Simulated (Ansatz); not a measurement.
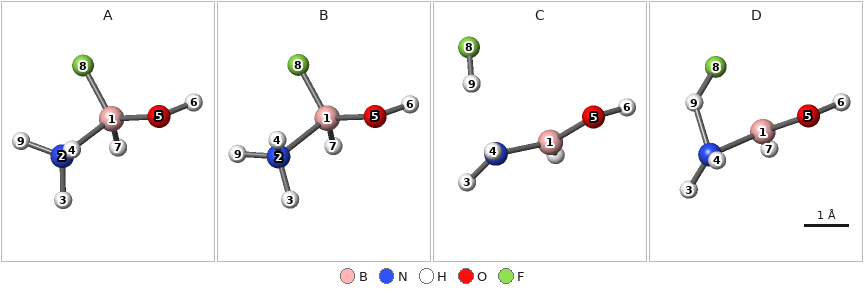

4 geometries from a converged minimum-energy path of BNH5OF, shuffled. The picture is a ball-and-stick view, seen at a tilt.

Computed with Ansatz, RKS revPBE/def2-SVP. Run with 5 movable images; climbing image; force threshold 0.05 eV/Å; iteration limit 60; starting path through a guess of the saddle point.

### One of them is the converged climbing image. Which?

D. In order along the path, whose images run from 0 to 6: C (image 0, 0.00 eV), D (image 2, +0.47 eV), A (image 5, −0.58 eV), B (image 6, −0.59 eV). Breaking: F8–H9 (0.95 → 1.15 at the top → 2.58 Å). Forming: B1–F8 (2.92 → 1.87 at the top → 1.41 Å), N2–H9 (1.83 → 1.32 at the top → 1.03 Å).

The run took 50 s on 1 thread of AMD EPYC 9R45 96-Core Processor (Zen 5), with other jobs on the host, peak memory 0.13 GiB.
